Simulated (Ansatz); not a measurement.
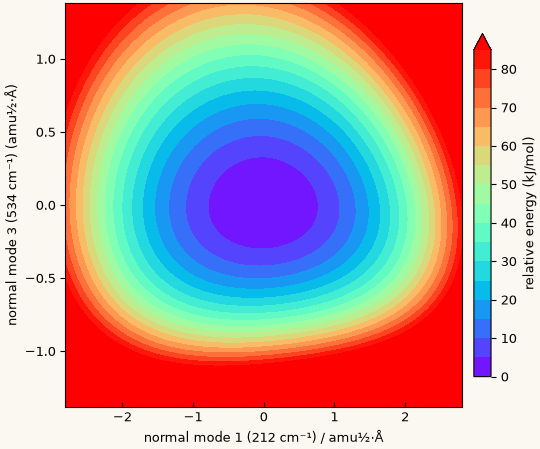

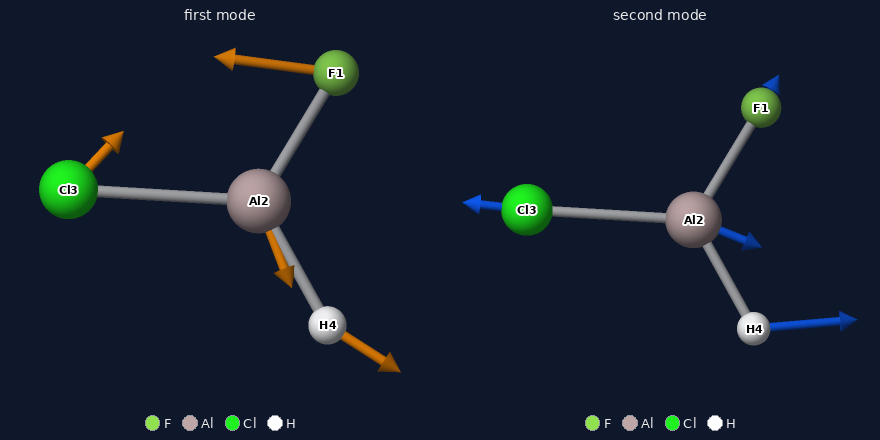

Energy landscape of AlClFH, SMILES [F][AlH][Cl]. 
- First axis: normal mode 1 (212 cm⁻¹). Second axis: normal mode 3 (534 cm⁻¹).
- Nothing is relaxed (straight displacements along the two mass-weighted modes).
- The scan uses a 13 × 13 grid.
- Points are written as (first, second).
- Energies: kJ/mol, counted from the lowest grid point.
- Computed with RHF-MP2, frozen core/def2-TZVP in Ansatz 0.2.0.

In the figure: filled contours, one colour for all values above the top of the scale. Between grid points the surface is interpolated. The second picture is the structure at the lowest point

**Summarise what can be read from the map.**

The lowest grid point is at (0.00 amu½·Å, 0.00 amu½·Å). No other kind of well shows on this grid. The highest grid point, (2.80 amu½·Å, −1.38 amu½·Å), lies 224 kJ/mol above the lowest.

Each point was launched as `ansatz run input.yaml --threads 1 --pin off --max-ram 2560MiB --backend cpu --events-out ev --progress --plain --runs-dir out`. The whole map (169 points run) took 7.9 min on 1 thread of Arm Neoverse V2, on a shared host.
